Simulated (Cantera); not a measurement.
Charge: 1 mol Fe, 1.8 mol SO2, 100 mol H2, equilibrated at 0.0900 Torr.

Cantera equilibrium calculation (NASA polynomials, part measured and part estimated; ideal gas, pure solids and liquids). Candidate condensed phases: Fe, FeO, Fe(OH)2, Fe(OH)3, FeS, FeSO4, FeS2, Fe2O3, Fe2(SO4)3, Fe3O4, H2O, H2SO4, S; 22 gas species. Metal and sulfide melt together well below either melting point, which pure phases cannot show. Mutual solubility and eutectic melting of coexisting phases are not modelled. FeS: taken at fixed stoichiometry. Gases not in the tables: S3 to S7. Rates play no part.

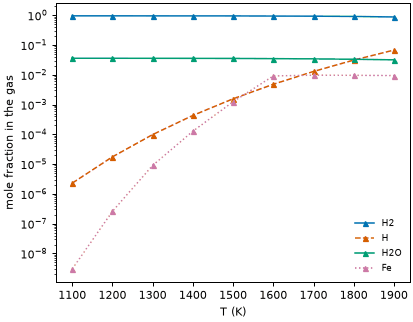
*Equilibrium gas composition (values under 1e-9 drawn at 1e-9)*

From 1100 K to 1200 K the condensed part is FeS(s). At 1300 K the condensed part is Fe(γ) + FeS(s). From 1400 K to 1600 K the condensed part is Fe(γ). From 1700 K to 1900 K nothing is condensed.
